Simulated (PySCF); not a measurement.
Consider F$_{2}$H$_{6}$Si$_{3}$ (SMILES F[Si](F)([SiH3])[SiH3]).

```xyz
11

Si    0.4602    0.3097    0.6759
Si    0.4730    1.3602   -1.4207
Si   -0.8555   -1.6235    0.8617
F    -0.0312    1.3806    1.7974
F     1.9957   -0.0691    1.0569
H     1.0174    0.3996   -2.4281
H    -0.9280    1.7184   -1.7973
H     1.3184    2.5907   -1.3884
H    -2.2943   -1.2428    0.7293
H    -0.6282   -2.2978    2.1745
H    -0.4947   -2.5543   -0.2510
```

Geometry: PBE0-D3(BJ)/def2-SVP.

All numbers below come from PySCF, PBE0/pcSseg-2, SCF density, gas phase, non-relativistic.

> Predict the electron density and electron localisation function between the atoms.

Si–Si (2.35 Å): ρ is about 0.67 e/Å³ halfway; the ELF peaks at about 1 between the atoms; localised, covalent bonding.
Si–H (1.49 Å): the density is about 0.8 e/Å³ at the midpoint; the ELF climbs to about 1 towards the hydrogen, as it does in any bond to H.

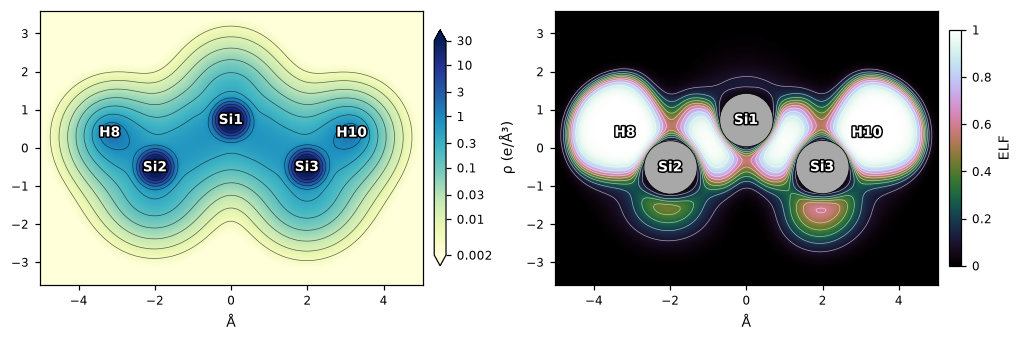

Computed electron density and electron localisation function on the plane of atoms Si1, Si2 and H8, in this order. Grey discs cover the atomic cores in the ELF map. 
